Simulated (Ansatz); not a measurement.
A series of calculations on InCNClF

### Relaxation

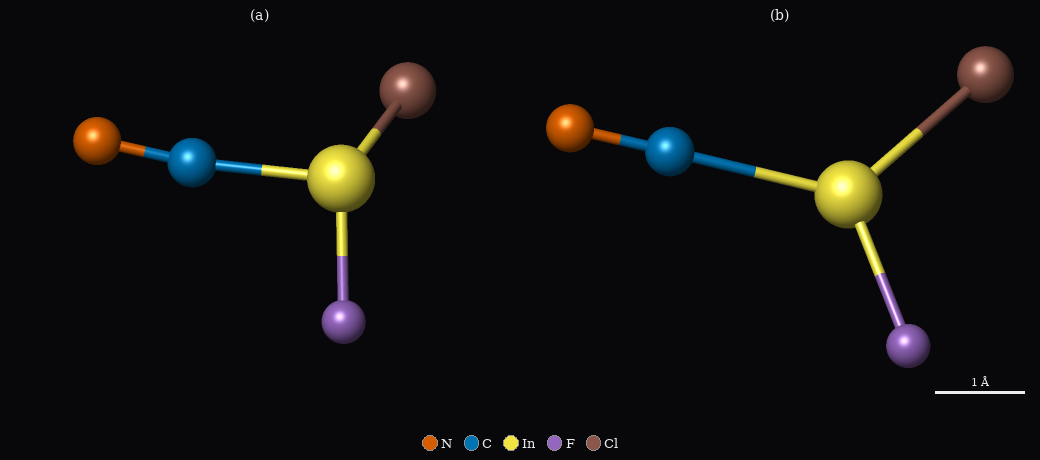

The structure of InCNClF (coarse preliminary run) before (left) and after (right) a relaxation, at one scale.

The picture is a ball-and-stick view, seen from a free direction.

Computed with RKS PBE-D4/def2-SVP (Ansatz).

Input
```yaml
crystal:
  periodic: [false, false, false]
  atoms:
    - {symbol: N, position_ang: [-1.204100, 1.158400, 1.222700]}
    - {symbol: C, position_ang: [-0.537500, 0.512100, 0.619700]}
    - {symbol: In, position_ang: [0.723800, -0.360100, -0.134800]}
    - {symbol: F, position_ang: [0.085500, -1.845700, 0.044400]}
    - {symbol: Cl, position_ang: [0.982300, 0.461600, -1.793500]}
basis:
  gaussian: {orbitals: def2-SVP}
hamiltonian: {xc: pbe, dispersion: d4}
relax: {f_tol: 0.03, max_steps: 250}
```

Q: What changed between the two?

A: The optimiser took 9 steps. The largest move after the best rigid fit is that of Cl5, 0.69 Å. Largest moves by element: Cl 0.69 Å, F 0.61 Å, N 0.59 Å, C 0.50 Å, In 0.45 Å. Among the contacts that change: In3–Cl5 1.869 → 2.330 Å, C2–In3 1.709 → 2.108 Å, In3–F4 1.627 → 1.961 Å, N1–C2 1.107 → 1.174 Å. Among the angles between lasting bonds that change: C2–In3–F4 97.3° → 119.3°, C2–In3–Cl5 105.6° → 125.1°, N1–C2–In3 169.3° → 179.7°. The run took about 21 core-seconds on a shared host.

### Relaxation

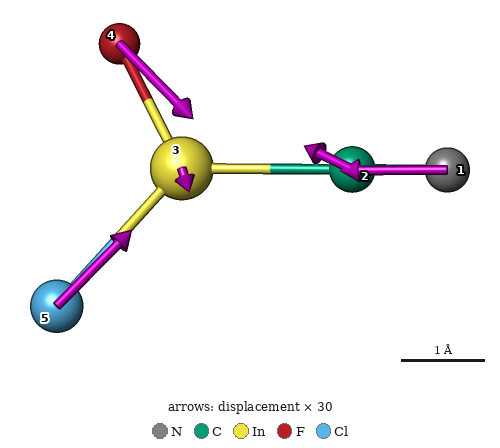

This is a relaxation of InCNClF. The starting structure is drawn; purple arrows show the displacements, magnified 30 times. The two geometries are superimposed by the best rigid fit.

The picture is a ball-and-stick view, seen at a tilt.

Level of theory: Ansatz 0.2.0, RKS PBE0-D4/def2-TZVP. (force threshold 0.005 eV/Å; at most 200 steps)

Describe the change and its energy.

The energy falls by 6.70 kJ/mol in 4 geometry steps. The largest force component goes from 1.6 to 0.0032 eV/Å. F4 moves most after the best rigid fit: 0.049 Å. Largest moves by element: F 0.049 Å, Cl 0.044 Å, N 0.044 Å, C 0.025 Å, In 0.011 Å. Some distances before and after: In3–Cl5 2.330 → 2.280 Å, In3–F4 1.961 → 1.924 Å, C2–In3 2.108 → 2.082 Å, N1–C2 1.174 → 1.152 Å. The run took of the order of 40 core-seconds on a shared host.

### Distortion

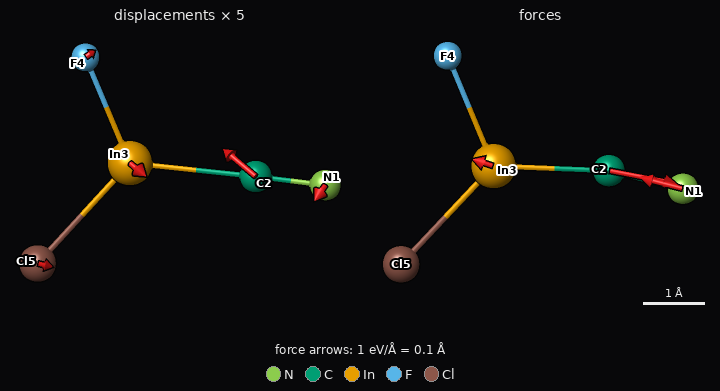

Left: InCNClF, with red arrows for the displacements applied to it. Right: the displaced structure with the computed forces. The picture is a ball-and-stick view, seen at a tilt.

The calculation used RKS PBE-D4/def2-TZVPP (Ansatz). 

Describe the distortion and the response.

All atoms are moved at random (σ = 0.09 Å) from the PBE0-D4/def2-TZVP minimum. The energy rises by 74.2 kJ/mol. The largest force is 12 eV/Å, on C2. The forces point partly back along the displacements (cosine −0.55). At other levels of theory the same distortion costs 84.7 kJ/mol (RKS r2SCAN-D4/def2-TZVPP), 91.6 kJ/mol (RKS PBE0-D4/def2-TZVPP), 95.1 kJ/mol (RKS wB97M-V/def2-TZVPP), 76.0 kJ/mol (RHF-CCSD(T), frozen core/def2-TZVPP). Near-neighbour distances before and after: C2–In3 2.082 → 1.900 Å, N1–C2 1.152 → 1.257 Å, In3–F4 1.924 → 1.993 Å, In3–Cl5 2.280 → 2.266 Å. Bond angles that change, for instance: N1–C2–In3 178.9° → 166.4°, C2–In3–F4 118.2° → 115.0°.
